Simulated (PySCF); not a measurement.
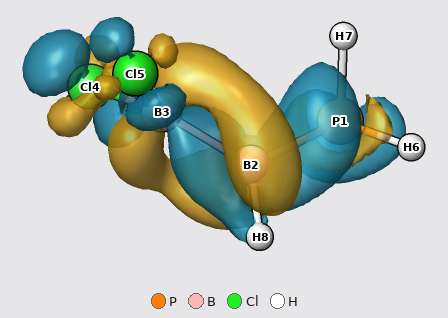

Figure. B2Cl2H3P, SMILES `PBB(Cl)Cl`. Dual descriptor f⁺ − f⁻ at ±0.02 e/Å³ (yellow positive, teal negative).

PySCF calculation, LDA (SVWN)/6-311G**, gas phase; geometry: GFN2-xTB. No frequency check shows the geometry to be a minimum. GFN2-xTB bond lengths at metals and heavier atoms can be off by up to 0.1 Å and shapes distorted, which carries into these values.

Coordinates in Å:

```
P1      -2.5134   -0.0001    0.1916
B2      -0.9966    0.3508   -0.8120
B3       0.5279    0.0406   -0.2522
Cl4      1.1208   -1.5643    0.0307
Cl5      1.6287    1.3238    0.1422
H6      -3.3180    1.0921   -0.0656
H7      -2.1647    0.3397    1.4851
H8      -1.2135    0.7024   -1.9105
```

**Which atoms come out as electrophilic, and which as nucleophilic?**

Electrophilic (positive): B2 (+0.09) and B3 (+0.05). Nucleophilic (negative): P1 (−0.09) and Cl4 (−0.06). f⁻ (Hirshfeld-condensed) is largest on P1 (0.30) and Cl4 (0.20); the vertical ionisation energy is 9.71 eV (the stability of the cation's solution wasn't checked). f⁺ (Hirshfeld-condensed) is largest on P1 (0.21), B2 (0.20) and Cl5 (0.15); the vertical electron affinity is 0.81 eV (the stability of the anion's solution wasn't checked; the anion's highest orbital has positive energy, so this value and f⁺ depend on the basis).
